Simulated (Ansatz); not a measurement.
# Tantalum, fcc under r²SCAN: structure, energy and stiffness, part 2 of 2

What does r²SCAN give for tantalum in the fcc structure? We relax it, solve it on a dense k-mesh, switch on spin-orbit coupling, then scale the cell to 7 volumes from 88 to 112 % of the relaxed one and try a fit of the equation of state. The k-meshes are 13×13×13 for the relaxation; 21×21×21 for the dense run; 13×13×13 for spin-orbit coupling; 14×14×14 for the volumes.

Ansatz 0.2.0; DFT, r2SCAN, plane waves (500 eV) with PAW, scalar-relativistic. Earlier steps stand in the parts before.

**4. With spin-orbit coupling**

This is Ta in the fcc structure; at room conditions it is bcc.

input.yaml reads:

```yaml
crystal:
  lattice:
    - [0.0, 2.1038338316, 2.1038338316]
    - [2.1038338316, 0.0, 2.1038338316]
    - [2.1038338316, 2.1038338316, 0.0]
  atoms:
    - { symbol: Ta, position: [0.0, 0.0, 0.0] }
hamiltonian:
  xc: r2scan
  pseudopotentials:
    kind: paw_fr
    azcp:
      Ta: "pseudopotentials/Ta.paw.azcp"
basis:
  ecutwfc: 500
  fft_grid_basis: typed
kpoints:
  mp_grid: { grid: [13, 13, 13], shift: [0, 0, 0] }
magnetization:
  noncollinear: true
  spin_orbit: true
scf:
  occupations: { method: fermi_dirac, width: 0.1 }
output:
  write_density: true
  write_potential: true
  elf: true
  volumetric_format: npy
```

On the command line:

```bash
> ansatz run input.yaml --threads 1 --pin off --max-ram 3584MiB --backend cpu --events-out ev --progress --plain --runs-dir out
```

The log of the run (excerpt; [...] marks lines left out):

```text
[...]
Pseudopotentials: kind: paw_fr
Pseudopotential: Ta, paw_fr, valence charge 13, recommended cutoff 500 eV (meta_gga), <dir>
Functional definition: r2SCAN
[...]
non-collinear run that drives no moment, with spin-orbit: no starting moment large enough to seed its density (crystal.atoms[].spin), no starting occupations that ask for one, no magnetisation constraint and no magnetic field, so the semilocal B_xc is pinned to zero
Crystal: 1 atoms, lattice volume = 18.624 Å³
Basis set: ecut = 500 eV, 459 PW (Γ), exchange–correlation on 96×96×96 points (64 copies of the dense FFT grid, shifted against one another)
Bands: 22, of which v1, the nominal top of the filled ones, is band 13 counted from 1 (12 counted from 0)
Symmetry: 48 space group operations + 48 with time reversal
Magnetic group: BNS 225.117 (UNI 1619), of the structure as read, at distance tolerance 2.7e-5 Å
k-points: 84 of 2197
Projection manifold: j_resolved (fully-relativistic pseudo-atomic orbitals)
[...]
SCF iter   1: F=—  HF=-9920.188681 eV  |F-HF|=—  |Δ(HF+E_count)|=         —  Δρ=4.48e-2  dr2=3.30e-1  dr2_τ=2.97e-3  dr2_m=0.00e0 (ungated)  ethr=2.51e-3  |M|=0.00e0 ∫|m|=0.00e0 μB  |m|>n=0.0e0 m-floor=0.0e0 τ_xc=0.0e0  β_m=0.30  ⟨swp⟩=1.2  Hψ=6083  notcnv=0
[...]
SCF iter   6: F=-9920.214734 eV  HF=-9920.214734 eV  |F-HF|=1.89e-9  |Δ(HF+E_count)|=   2.33e-6  Δρ=1.87e-5  dr2=2.46e-8  dr2_τ=1.27e-8  dr2_m=0.00e0 (ungated)  ethr=7.69e-10  |M|=0.00e0 ∫|m|=0.00e0 μB  |m|>n=0.0e0 m-floor=0.0e0 τ_xc=0.0e0  ⟨swp⟩=5.1  Hψ=3746  notcnv=0
[...]
SCF converged after 6 iterations
Magnetization: |M| = 0.0000 μB,  M = (+0.0000, +0.0000, +0.0000) μB
Absolute magnetization: 0.0000 μB (∫|m|)
  site 0: m = (+0.0000, +0.0000, +0.0000) μB, |m| = 0.0000 μB  (R = 1.23 Å)
Free energy (F): -9920.214734 eV
[...]
E sigma→0 (E₀):  -9920.196447 eV
Entropy (-TS):   -0.036575 eV (-36.575 meV/atom)
Fermi energy:    18.160498 eV
[...]
--- Band table (eV; the first three rows and the last of 84) ---
[... band rows left out ...]
[...]
```

Wall time 20 s (1 thread of Intel Xeon Platinum 8259CL at 2.50GHz (Skylake/Cascade Lake), shared host); peak memory 0.55 GiB.

Side by side:

```
                          scalar-relativistic      with spin-orbit coupling
         k-mesh                      21×21×21                      13×13×13
gap on the mesh  none (levels filled in part)  none (levels filled in part)
```

The meshes differ, so small differences between the columns need not come from spin-orbit coupling.

The maps below are laid out on this run's own conventional cell (a, b, c = 4.208, 4.208, 4.208 Å).

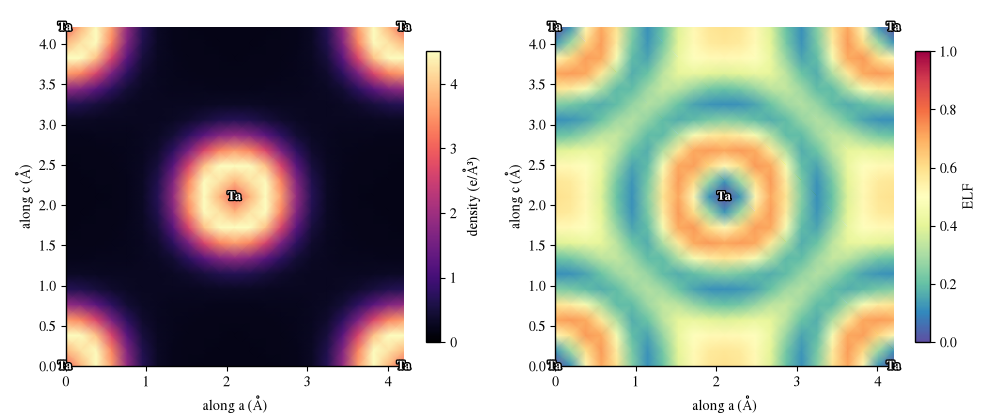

Density (left) and ELF (right) in a lattice plane of the grid's cell (edges 4.21 and 4.21 Å, at 0.000 of the third edge), which holds Ta. Only atoms in the plane are labelled. Both are smooth fields of the valence electrons: close to the nuclei they are not physical.

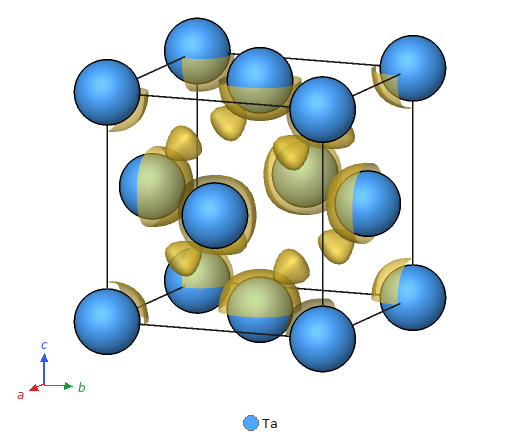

Surface of ELF = 0.63, drawn in one cell.

Outside the cores ELF peaks at 0.69 between the atoms, 1.8 Å from Ta.

**5. Equation of state: 88 %**

input.yaml reads:

```yaml
crystal:
  lattice:
    - [0.0, 2.0160702393, 2.0160702393]
    - [2.0160702393, 0.0, 2.0160702393]
    - [2.0160702393, 2.0160702393, 0.0]
  atoms:
    - { symbol: Ta, position: [0.0, 0.0, 0.0] }
hamiltonian:
  xc: r2scan
  pseudopotentials:
    kind: paw
    azcp:
      Ta: "pseudopotentials/Ta.paw.azcp"
basis:
  ecutwfc: 500
  fft_grid_basis: typed
kpoints:
  mp_grid: { grid: [14, 14, 14], shift: [0, 0, 0] }
magnetization:
  spin_polarized: false
scf:
  occupations: { method: fermi_dirac, width: 0.1 }
  lower_state_search: "off"
output:
  stress: true
```

On the command line:

```bash
> ansatz run input.yaml --threads 1 --pin off --max-ram 3584MiB --backend cpu --events-out ev --progress --plain --runs-dir out
```

The log of the run (excerpt; [...] marks lines left out):

```text
[...]
Pseudopotentials: kind: paw
Pseudopotential: Ta, paw, valence charge 13, recommended cutoff 500 eV (meta_gga), <dir>
Functional definition: r2SCAN
[...]
Crystal: 1 atoms, lattice volume = 16.389 Å³
Basis set: ecut = 500 eV, 411 PW (Γ), exchange–correlation on 96×96×96 points (64 copies of the dense FFT grid, shifted against one another)
Bands: 11, of which v1, the nominal top of the filled ones, is band 7 counted from 1 (6 counted from 0)
Symmetry: 48 space group operations
Space group: Fm-3m (ITA 225), of the structure as read, at distance tolerance 2.5e-5 Å
k-points: 104 of 2744
[...]
SCF iter   1: F=-9943.888602 eV  HF=-9943.860520 eV  |F-HF|=2.81e-2  |Δ(HF+E_count)|=         —  Δρ=7.24e-3  dr2=2.89e-3  dr2_τ=2.38e-2  ethr=1.77e-3  ⟨swp⟩=5.8  Hψ=6812  notcnv=0
[...]
SCF iter   6: F=-9943.890847 eV  HF=-9943.890847 eV  |F-HF|=1.31e-10  |Δ(HF+E_count)|=   4.90e-9  Δρ=1.34e-6  dr2=9.07e-11  dr2_τ=5.41e-11  ethr=1.80e-11  ⟨swp⟩=1.9  Hψ=3862  notcnv=0
[...]
SCF converged after 6 iterations
Free energy (F): -9943.890847 eV
[...]
E sigma→0 (E₀):  -9943.874347 eV
Entropy (-TS):   -0.033000 eV (-33.000 meV/atom)
Fermi energy:    21.059744 eV
[...]
--- Stress (GPa, compression-positive) ---
       31.874027      -0.000000       0.000000
       -0.000000      31.874027       0.000000
        0.000000       0.000000      31.874027
  P = ⅓ Tr σ = 31.8740 GPa (318.740 kbar)
```

Run time: 5.5 s. Hardware: 1 thread of Intel Xeon Platinum 8259CL at 2.50GHz (Skylake/Cascade Lake), shared host; peak memory 0.54 GiB.

**6. Equation of state: 92 %**

Changes to input.yaml since step 5:

```diff
@@ -2,5 +2,5 @@
   lattice:
-    - [0.0, 2.0160702393, 2.0160702393]
-    - [2.0160702393, 0.0, 2.0160702393]
-    - [2.0160702393, 2.0160702393, 0.0]
+    - [0.0, 2.0461652768, 2.0461652768]
+    - [2.0461652768, 0.0, 2.0461652768]
+    - [2.0461652768, 2.0461652768, 0.0]
   atoms:
```

On the command line:

```bash
> ansatz run input.yaml --threads 1 --pin off --max-ram 3584MiB --backend cpu --events-out ev --progress --plain --runs-dir out
```

The log of the run (excerpt; [...] marks lines left out):

```text
[...]
Pseudopotentials: kind: paw
Pseudopotential: Ta, paw, valence charge 13, recommended cutoff 500 eV (meta_gga), <dir>
Functional definition: r2SCAN
[...]
Crystal: 1 atoms, lattice volume = 17.134 Å³
Basis set: ecut = 500 eV, 411 PW (Γ), exchange–correlation on 96×96×96 points (64 copies of the dense FFT grid, shifted against one another)
Bands: 11, of which v1, the nominal top of the filled ones, is band 7 counted from 1 (6 counted from 0)
Symmetry: 48 space group operations
Space group: Fm-3m (ITA 225), of the structure as read, at distance tolerance 2.6e-5 Å
k-points: 104 of 2744
[...]
SCF iter   1: F=-9944.007066 eV  HF=-9943.982638 eV  |F-HF|=2.44e-2  |Δ(HF+E_count)|=         —  Δρ=6.95e-3  dr2=2.40e-3  dr2_τ=2.05e-2  ethr=1.77e-3  ⟨swp⟩=5.8  Hψ=6821  notcnv=0
[...]
SCF iter   6: F=-9944.008868 eV  HF=-9944.008868 eV  |F-HF|=1.16e-8  |Δ(HF+E_count)|=   1.40e-7  Δρ=1.62e-5  dr2=1.89e-8  dr2_τ=9.24e-9  ethr=7.69e-10  ⟨swp⟩=4.9  Hψ=3712  notcnv=0
[...]
SCF converged after 6 iterations
Free energy (F): -9944.008868 eV
[...]
E sigma→0 (E₀):  -9943.991862 eV
Entropy (-TS):   -0.034012 eV (-34.012 meV/atom)
Fermi energy:    20.028942 eV
[...]
--- Stress (GPa, compression-positive) ---
       19.278928       0.000000      -0.000000
        0.000000      19.278928      -0.000000
        0.000000      -0.000000      19.278928
  P = ⅓ Tr σ = 19.2789 GPa (192.789 kbar)
```

Run time: 5.5 s. Hardware: 1 thread of Intel Xeon Platinum 8259CL at 2.50GHz (Skylake/Cascade Lake), shared host; peak memory 0.54 GiB.

**7. Equation of state: 96 %**

Changes to input.yaml since step 6:

```diff
@@ -2,5 +2,5 @@
   lattice:
-    - [0.0, 2.0461652768, 2.0461652768]
-    - [2.0461652768, 0.0, 2.0461652768]
-    - [2.0461652768, 2.0461652768, 0.0]
+    - [0.0, 2.0754001591, 2.0754001591]
+    - [2.0754001591, 0.0, 2.0754001591]
+    - [2.0754001591, 2.0754001591, 0.0]
   atoms:
@@ -25 +25,5 @@
   stress: true
+  write_density: true
+  write_potential: true
+  elf: true
+  volumetric_format: npy
```

On the command line:

```bash
> ansatz run input.yaml --threads 1 --pin off --max-ram 3584MiB --backend cpu --events-out ev --progress --plain --runs-dir out
```

The log of the run (excerpt; [...] marks lines left out):

```text
[...]
Pseudopotentials: kind: paw
Pseudopotential: Ta, paw, valence charge 13, recommended cutoff 500 eV (meta_gga), <dir>
Functional definition: r2SCAN
[...]
Crystal: 1 atoms, lattice volume = 17.879 Å³
Basis set: ecut = 500 eV, 459 PW (Γ), exchange–correlation on 96×96×96 points (64 copies of the dense FFT grid, shifted against one another)
Bands: 11, of which v1, the nominal top of the filled ones, is band 7 counted from 1 (6 counted from 0)
Symmetry: 48 space group operations
Space group: Fm-3m (ITA 225), of the structure as read, at distance tolerance 2.6e-5 Å
k-points: 104 of 2744
[...]
SCF iter   1: F=-9944.071944 eV  HF=-9944.050799 eV  |F-HF|=2.11e-2  |Δ(HF+E_count)|=         —  Δρ=6.77e-3  dr2=2.23e-3  dr2_τ=1.80e-2  ethr=1.77e-3  ⟨swp⟩=5.8  Hψ=6854  notcnv=0
[...]
SCF iter   6: F=-9944.073396 eV  HF=-9944.073396 eV  |F-HF|=3.29e-9  |Δ(HF+E_count)|=   4.35e-7  Δρ=9.52e-6  dr2=6.83e-9  dr2_τ=5.11e-9  ethr=7.69e-10  ⟨swp⟩=6.6  Hψ=6547  notcnv=0
[...]
SCF converged after 6 iterations
Free energy (F): -9944.073396 eV
[...]
E sigma→0 (E₀):  -9944.055775 eV
Entropy (-TS):   -0.035242 eV (-35.242 meV/atom)
Fermi energy:    19.082807 eV
[...]
--- Stress (GPa, compression-positive) ---
        8.799264       0.000000       0.000000
       -0.000000       8.799264      -0.000000
        0.000000       0.000000       8.799264
  P = ⅓ Tr σ = 8.7993 GPa (87.993 kbar)
--- Band table (eV; the first three rows and the last of 104) ---
  k-point 0: bands = ["-50.2498", "-15.5095", "-15.5095", "-15.5095", "10.3211", "19.5533", "19.5533", "19.5533", "23.0141", "23.0141", "31.7658"]
[...]
```

It took 6.5 s on 1 thread of Intel Xeon Platinum 8259CL at 2.50GHz (Skylake/Cascade Lake), shared host; peak memory 0.54 GiB.

**8. Equation of state: 100 %**

Changes to input.yaml since step 7:

```diff
@@ -2,5 +2,5 @@
   lattice:
-    - [0.0, 2.0754001591, 2.0754001591]
-    - [2.0754001591, 0.0, 2.0754001591]
-    - [2.0754001591, 2.0754001591, 0.0]
+    - [0.0, 2.1038338316, 2.1038338316]
+    - [2.1038338316, 0.0, 2.1038338316]
+    - [2.1038338316, 2.1038338316, 0.0]
   atoms:
@@ -25,5 +25 @@
   stress: true
-  write_density: true
-  write_potential: true
-  elf: true
-  volumetric_format: npy
```

On the command line:

```bash
> ansatz run input.yaml --threads 1 --pin off --max-ram 3584MiB --backend cpu --events-out ev --progress --plain --runs-dir out
```

The log of the run (excerpt; [...] marks lines left out):

```text
[...]
Pseudopotentials: kind: paw
Pseudopotential: Ta, paw, valence charge 13, recommended cutoff 500 eV (meta_gga), <dir>
Functional definition: r2SCAN
[...]
Crystal: 1 atoms, lattice volume = 18.624 Å³
Basis set: ecut = 500 eV, 459 PW (Γ), exchange–correlation on 96×96×96 points (64 copies of the dense FFT grid, shifted against one another)
Bands: 11, of which v1, the nominal top of the filled ones, is band 7 counted from 1 (6 counted from 0)
Symmetry: 48 space group operations
Space group: Fm-3m (ITA 225), of the structure as read, at distance tolerance 2.7e-5 Å
k-points: 104 of 2744
[...]
SCF iter   1: F=-9944.092231 eV  HF=-9944.074074 eV  |F-HF|=1.82e-2  |Δ(HF+E_count)|=         —  Δρ=6.71e-3  dr2=2.42e-3  dr2_τ=1.60e-2  ethr=1.77e-3  ⟨swp⟩=5.7  Hψ=6879  notcnv=0
[...]
SCF iter   6: F=-9944.093423 eV  HF=-9944.093423 eV  |F-HF|=1.92e-9  |Δ(HF+E_count)|=   5.77e-7  Δρ=7.88e-6  dr2=5.50e-9  dr2_τ=1.90e-10  ethr=7.69e-10  ⟨swp⟩=3.0  Hψ=4306  notcnv=0
[...]
SCF converged after 6 iterations
Free energy (F): -9944.093423 eV
[...]
E sigma→0 (E₀):  -9944.075111 eV
Entropy (-TS):   -0.036622 eV (-36.622 meV/atom)
Fermi energy:    18.210201 eV
[...]
--- Stress (GPa, compression-positive) ---
        0.085005      -0.000000       0.000000
       -0.000000       0.085005      -0.000000
       -0.000000       0.000000       0.085005
  P = ⅓ Tr σ = 0.0850 GPa (0.850 kbar)
```

Wall time 4.4 s (1 thread of Intel Xeon Platinum 8259CL at 2.50GHz (Skylake/Cascade Lake), shared host); peak memory 0.52 GiB.

**9. Equation of state: 104 %**

Changes to input.yaml since step 8:

```diff
@@ -2,5 +2,5 @@
   lattice:
-    - [0.0, 2.1038338316, 2.1038338316]
-    - [2.1038338316, 0.0, 2.1038338316]
-    - [2.1038338316, 2.1038338316, 0.0]
+    - [0.0, 2.1315190305, 2.1315190305]
+    - [2.1315190305, 0.0, 2.1315190305]
+    - [2.1315190305, 2.1315190305, 0.0]
   atoms:
```

On the command line:

```bash
> ansatz run input.yaml --threads 1 --pin off --max-ram 3584MiB --backend cpu --events-out ev --progress --plain --runs-dir out
```

The log of the run (excerpt; [...] marks lines left out):

```text
[...]
Pseudopotentials: kind: paw
Pseudopotential: Ta, paw, valence charge 13, recommended cutoff 500 eV (meta_gga), <dir>
Functional definition: r2SCAN
[...]
Crystal: 1 atoms, lattice volume = 19.369 Å³
Basis set: ecut = 500 eV, 531 PW (Γ), exchange–correlation on 96×96×96 points (64 copies of the dense FFT grid, shifted against one another)
Bands: 11, of which v1, the nominal top of the filled ones, is band 7 counted from 1 (6 counted from 0)
Symmetry: 48 space group operations
Space group: Fm-3m (ITA 225), of the structure as read, at distance tolerance 2.7e-5 Å
k-points: 104 of 2744
[...]
SCF iter   1: F=-9944.075411 eV  HF=-9944.059987 eV  |F-HF|=1.54e-2  |Δ(HF+E_count)|=         —  Δρ=6.74e-3  dr2=2.94e-3  dr2_τ=1.45e-2  ethr=1.77e-3  ⟨swp⟩=5.6  Hψ=6916  notcnv=0
[...]
SCF iter   6: F=-9944.076455 eV  HF=-9944.076455 eV  |F-HF|=7.71e-8  |Δ(HF+E_count)|=   5.98e-8  Δρ=3.22e-5  dr2=8.94e-8  dr2_τ=1.94e-8  ethr=7.69e-10  ⟨swp⟩=4.4  Hψ=3548  notcnv=0
[...]
SCF converged after 6 iterations
Free energy (F): -9944.076455 eV
[...]
E sigma→0 (E₀):  -9944.057459 eV
Entropy (-TS):   -0.037993 eV (-37.993 meV/atom)
Fermi energy:    17.402430 eV
[...]
--- Stress (GPa, compression-positive) ---
       -7.159989      -0.000000      -0.000000
        0.000000      -7.159989       0.000000
        0.000000       0.000000      -7.159989
  P = ⅓ Tr σ = -7.1600 GPa (-71.600 kbar)
```

Wall time 5.4 s (1 thread of Intel Xeon Platinum 8259CL at 2.50GHz (Skylake/Cascade Lake), shared host); peak memory 0.53 GiB.

**10. Equation of state: 108 %**

Changes to input.yaml since step 9:

```diff
@@ -2,5 +2,5 @@
   lattice:
-    - [0.0, 2.1315190305, 2.1315190305]
-    - [2.1315190305, 0.0, 2.1315190305]
-    - [2.1315190305, 2.1315190305, 0.0]
+    - [0.0, 2.1585031487, 2.1585031487]
+    - [2.1585031487, 0.0, 2.1585031487]
+    - [2.1585031487, 2.1585031487, 0.0]
   atoms:
```

On the command line:

```bash
> ansatz run input.yaml --threads 1 --pin off --max-ram 3584MiB --backend cpu --events-out ev --progress --plain --runs-dir out
```

The log of the run (excerpt; [...] marks lines left out):

```text
[...]
Pseudopotentials: kind: paw
Pseudopotential: Ta, paw, valence charge 13, recommended cutoff 500 eV (meta_gga), <dir>
Functional definition: r2SCAN
[...]
Crystal: 1 atoms, lattice volume = 20.114 Å³
Basis set: ecut = 500 eV, 531 PW (Γ), exchange–correlation on 96×96×96 points (64 copies of the dense FFT grid, shifted against one another)
Bands: 11, of which v1, the nominal top of the filled ones, is band 7 counted from 1 (6 counted from 0)
Symmetry: 48 space group operations
Space group: Fm-3m (ITA 225), of the structure as read, at distance tolerance 2.7e-5 Å
k-points: 104 of 2744
[...]
SCF iter   1: F=-9944.027708 eV  HF=-9944.014778 eV  |F-HF|=1.29e-2  |Δ(HF+E_count)|=         —  Δρ=6.80e-3  dr2=3.65e-3  dr2_τ=1.34e-2  ethr=1.77e-3  ⟨swp⟩=5.5  Hψ=6959  notcnv=0
[...]
SCF iter   6: F=-9944.028698 eV  HF=-9944.028698 eV  |F-HF|=1.34e-8  |Δ(HF+E_count)|=   4.38e-8  Δρ=9.94e-6  dr2=1.09e-8  dr2_τ=3.12e-9  ethr=5.22e-10  ⟨swp⟩=2.4  Hψ=4253  notcnv=0
[...]
SCF converged after 6 iterations
Free energy (F): -9944.028698 eV
[...]
E sigma→0 (E₀):  -9944.009077 eV
Entropy (-TS):   -0.039242 eV (-39.242 meV/atom)
Fermi energy:    16.653191 eV
[...]
--- Stress (GPa, compression-positive) ---
      -13.197098      -0.000000       0.000000
        0.000000     -13.197098      -0.000000
       -0.000000      -0.000000     -13.197098
  P = ⅓ Tr σ = -13.1971 GPa (-131.971 kbar)
```

Wall time 5.8 s (1 thread of Intel Xeon Platinum 8259CL at 2.50GHz (Skylake/Cascade Lake), shared host); peak memory 0.53 GiB.

**11. Equation of state: 112 %**

Changes to input.yaml since step 10:

```diff
@@ -2,5 +2,5 @@
   lattice:
-    - [0.0, 2.1585031487, 2.1585031487]
-    - [2.1585031487, 0.0, 2.1585031487]
-    - [2.1585031487, 2.1585031487, 0.0]
+    - [0.0, 2.1848289524, 2.1848289524]
+    - [2.1848289524, 0.0, 2.1848289524]
+    - [2.1848289524, 2.1848289524, 0.0]
   atoms:
```

On the command line:

```bash
> ansatz run input.yaml --threads 1 --pin off --max-ram 3584MiB --backend cpu --events-out ev --progress --plain --runs-dir out
```

The log of the run (excerpt; [...] marks lines left out):

```text
[...]
Pseudopotentials: kind: paw
Pseudopotential: Ta, paw, valence charge 13, recommended cutoff 500 eV (meta_gga), <dir>
Functional definition: r2SCAN
[...]
Crystal: 1 atoms, lattice volume = 20.858 Å³
Basis set: ecut = 500 eV, 531 PW (Γ), exchange–correlation on 96×96×96 points (64 copies of the dense FFT grid, shifted against one another)
Bands: 11, of which v1, the nominal top of the filled ones, is band 7 counted from 1 (6 counted from 0)
Symmetry: 48 space group operations
Space group: Fm-3m (ITA 225), of the structure as read, at distance tolerance 2.8e-5 Å
k-points: 104 of 2744
[...]
SCF iter   1: F=-9943.954315 eV  HF=-9943.943682 eV  |F-HF|=1.06e-2  |Δ(HF+E_count)|=         —  Δρ=6.81e-3  dr2=4.40e-3  dr2_τ=1.25e-2  ethr=1.77e-3  ⟨swp⟩=5.7  Hψ=6930  notcnv=0
[...]
SCF iter   6: F=-9943.955295 eV  HF=-9943.955295 eV  |F-HF|=6.02e-9  |Δ(HF+E_count)|=   1.01e-7  Δρ=6.03e-6  dr2=5.21e-9  dr2_τ=2.12e-9  ethr=7.69e-10  ⟨swp⟩=4.7  Hψ=3550  notcnv=0
[...]
SCF converged after 6 iterations
Free energy (F): -9943.955295 eV
[...]
E sigma→0 (E₀):  -9943.935098 eV
Entropy (-TS):   -0.040393 eV (-40.393 meV/atom)
Fermi energy:    15.956940 eV
[...]
--- Stress (GPa, compression-positive) ---
      -18.221654       0.000000      -0.000000
        0.000000     -18.221654       0.000000
       -0.000000      -0.000000     -18.221654
  P = ⅓ Tr σ = -18.2217 GPa (-182.217 kbar)
```

It took 4.7 s on 1 thread of Intel Xeon Platinum 8259CL at 2.50GHz (Skylake/Cascade Lake), shared host; peak memory 0.53 GiB.

**12. Energy and pressure against volume**

All volumes keep the relaxed shape and fractional coordinates.

```
V (Å³/atom)  E − E₀ (meV/atom)  P from the stress (GPa)  P from the fit (GPa)
     16.389              200.8                    31.87                 31.82
     17.134               83.2                    19.28                 19.15
     17.879               19.3                     8.80                  8.65
     18.624                0.0                     0.09                 -0.06
     19.369               17.6                    -7.16                 -7.30
     20.114               66.0                   -13.20                -13.33
     20.858              140.0                   -18.22                -18.35
```

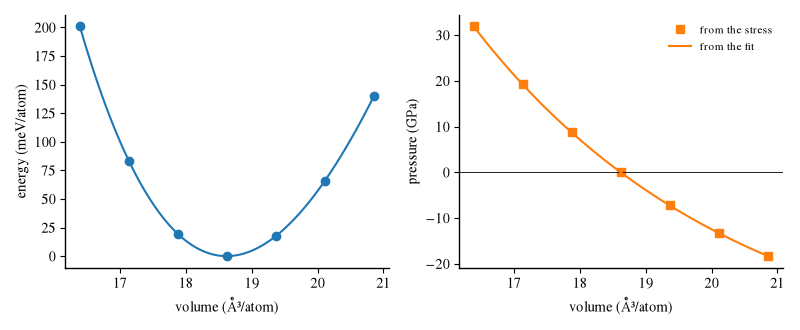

Energy and pressure against volume; the lines are the Birch-Murnaghan fit.

Fit (Birch-Murnaghan, third order): V₀ = 18.618 Å³/atom, B₀ = 198 GPa, B₀′ = 3.6, largest residual 0.03 meV/atom.

The fit is made to E(σ → 0), while the stress belongs to the free energy F; that is one source of the offset between the two pressures.

**13. Results**

The summary covers parts 1 to 2.

```
                      quantity                         value
space group (spins left aside)               Fm-3m (No. 225)
             conventional cell                   a = 4.208 Å
                        volume                18.624 Å³/atom
             shortest distance                       2.975 Å
               gap on the mesh  none (levels filled in part)
               relative to bcc                 +243 meV/atom
                   V₀, B₀, B₀′  18.618 Å³/atom, 198 GPa, 3.6
```

From the guessed start the volume grew by 3.1 % in 5 steps. Against the reference form of tantalum (bcc, computed apart with the same settings) it stands 243 meV/atom higher, so it is far from stable. No gap shows: it is a metal or semimetal at this level. Totals with and without spin-orbit coupling (+23.9 eV/atom apart) can't be read as binding, since the two-component data shift the zero of energy. The fitted modulus is 198 GPa. The symmetry was held, so the structure may be unstable against distortions that break it.
